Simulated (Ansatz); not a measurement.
**Frequency calculation of CH₈OSn**

- system: CH₈OSn
- method: RKS PBE-D4/def2-SVP (Ansatz 0.2.0)

It belongs to a series of runs on one base structure; here: vibrations at the highest image of the band. Figures and captions count atoms from 1; the log counts them from 0 in places.

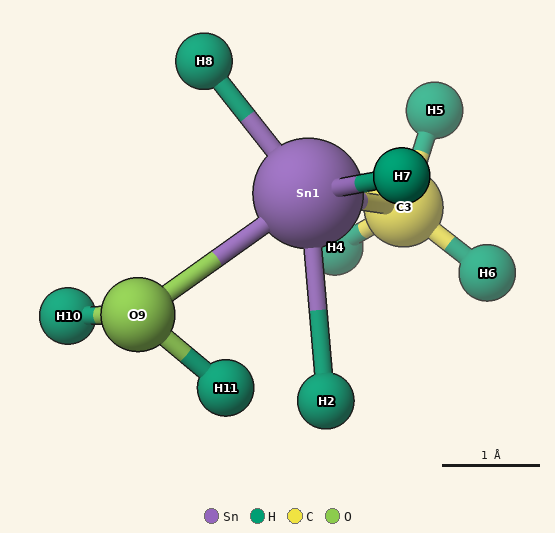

The structure (ball-and-stick view, seen at a tilt; atoms are numbered from 1 in the order of the input). Sticks mark near contacts. Bond lengths as drawn: C–H 1.11 Å, C–Sn 2.17 Å, H–O 0.98 to 1.21 Å, H–Sn 1.73 to 2.16 Å and O–Sn 2.23 Å.

Summary:

- outcome: converged
- total energy: −9037.1839 eV
- mean-field energy: −9036.9967 eV
- largest force (length of the vector): 0.056 eV/Å
- hardware: 2 threads of Arm Neoverse V1, 24 GiB of memory available, shared host
- wall time: 66 s (CPU time 2.1 min)
- peak memory: 0.12 GiB

Input:
```yaml
crystal:
  periodic: [false, false, false]
  atoms:
    - { symbol: Sn, position_ang: [-0.300212, 0.343845, -0.486648] }
    - { symbol: H, position_ang: [-0.110631, 0.720355, 1.635992] }
    - { symbol: C, position_ang: [1.800826, -0.194912, -0.445617] }
    - { symbol: H, position_ang: [1.905947, -1.186375, 0.036048] }
    - { symbol: H, position_ang: [2.185876, -0.251698, -1.482355] }
    - { symbol: H, position_ang: [2.365654, 0.554101, 0.139201] }
    - { symbol: H, position_ang: [-0.722051, 1.993981, -0.767468] }
    - { symbol: H, position_ang: [-1.033775, -0.635875, -1.738928] }
    - { symbol: O, position_ang: [-1.769009, -0.525437, 0.949884] }
    - { symbol: H, position_ang: [-1.762578, -1.50219, 1.039724] }
    - { symbol: H, position_ang: [-0.939647, 0.054506, 1.611568] }
basis:
  gaussian: { orbitals: def2-SVP }
hamiltonian:
  xc: pbe
  dispersion: d4
phonons: {}
```

Command:
```bash
ansatz run input.yaml --threads 2 --pin off --max-ram 3072MiB --backend cpu --events-out ev --progress --plain --runs-dir out
```

Log:
```
Engine: ansatz 0.2.0, aarch64-unknown-linux-gnu
Functional definition: PBE
  parameter kappa = 0.804
  parameter beta = 0.06672455060314922
  exchange = pbe_x(kappa = kappa, mu = beta*pi^2/3)
  correlation = pbe_c(beta = beta)
1056 factors; their error is unknown
mean field evaluation 1: about -9025.3546 eV, gradient 7.3e1 eV
mean field evaluation 2: about -8977.2689 eV, gradient 1.5e2 eV
mean field evaluation 4: about -9036.5341 eV, gradient 1.4e1 eV
mean field evaluation 8: about -9037.0194 eV, gradient 2.2e-1 eV
mean field evaluation 16: about -9036.9966 eV, gradient 1.0e-4 eV
mean field -9036.99662702 eV, -332.1035005468 hartree, gradient 1.3e-5 eV, S^2 0.000000; 0 other end points of the search recorded, 0 dependent functions left out
the calculation of the forces begins
reference -9036.99666890 eV, -332.1035020857 hartree; 22, 22 occupied and 72, 72 virtual orbitals, 1056 factors
these checks for a lower state are left out or cut short: stability, starts, cluster_reference, orbital_swaps, neighbouring_geometries, increment
1056 factors; their error is unknown
mean field -9036.99663460 eV, -332.1035008252 hartree, gradient 2.6e-6 eV, S^2 0.000000; 0 other end points of the search recorded, 0 dependent functions left out
[... from here on the field's lines of each further geometry are left out, up to the last ...]
the calculation of the forces begins
reference -9036.99669119 eV, -332.1035029050 hartree; 22, 22 occupied and 72, 72 virtual orbitals, 1056 factors
these checks for a lower state are left out or cut short: stability, starts, cluster_reference, orbital_swaps, neighbouring_geometries, increment
1056 factors; their error is unknown
mean field -9036.99655568 eV, -332.1034979248 hartree, gradient 1.1e-6 eV, S^2 0.000000; 0 other end points of the search recorded, 0 dependent functions left out
the calculation of the forces begins
reference -9036.99659755 eV, -332.1034994638 hartree; 22, 22 occupied and 72, 72 virtual orbitals, 1056 factors
WARN: phonons: modes at or below zero, which the zero-point energy, F, S and C_V leave out: 1, the lowest at -1118.93 cm⁻¹. A minimum has none, and a first-order saddle one
Total energy: -9037.18390456 eV, -332.1103828692 hartree
Atom 0 at    -0.300212     0.343845    -0.486648 Å, force     0.024590     0.010093    -0.021209 eV/Å
Atom 1 at    -0.110631     0.720355     1.635992 Å, force    -0.004556    -0.001173    -0.002337 eV/Å
Atom 2 at     1.800826    -0.194912    -0.445617 Å, force    -0.000140    -0.008395     0.012721 eV/Å
Atom 3 at     1.905947    -1.186375     0.036048 Å, force    -0.003759     0.006111    -0.006398 eV/Å
Atom 4 at     2.185876    -0.251698    -1.482355 Å, force     0.004406     0.000312    -0.000959 eV/Å
Atom 5 at     2.365654     0.554101     0.139201 Å, force    -0.000652     0.001088    -0.007452 eV/Å
Atom 6 at    -0.722051     1.993981    -0.767468 Å, force    -0.000786     0.001071     0.002111 eV/Å
Atom 7 at    -1.033775    -0.635875    -1.738928 Å, force     0.000089     0.001653     0.000220 eV/Å
Atom 8 at    -1.769009    -0.525437     0.949884 Å, force    -0.047587    -0.029470    -0.001167 eV/Å
Atom 9 at    -1.762578    -1.502190     1.039724 Å, force     0.005131     0.004648     0.003622 eV/Å
Atom 10 at    -0.939647     0.054506     1.611568 Å, force     0.023264     0.014061     0.020847 eV/Å
Dipole moment:     0.219953    -0.328325    -0.125686 e Å
Vibrations: -1118.93 74.03 111.10 261.10 353.82 387.88 459.08 500.63 526.06 647.09 695.67 741.51 765.39 780.82 798.93 1154.06 1327.60 1376.71 1383.46 1560.11 1684.04 1778.40 1858.77 2989.67 3101.59 3120.04 3649.86 cm⁻¹, zero-point energy 1.989168 eV
```

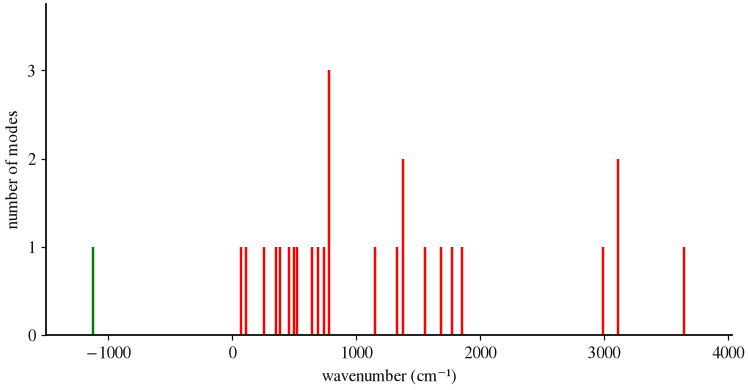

Harmonic vibrational wavenumbers from the force constants; neighbouring modes closer than 22 cm⁻¹ are counted in one stick, and imaginary ones are drawn at negative wavenumbers. 27 modes from 1119i to 3650 cm⁻¹, 1 imaginary beyond 8i (1119i cm⁻¹): a first-order saddle point, if the geometry is stationary.
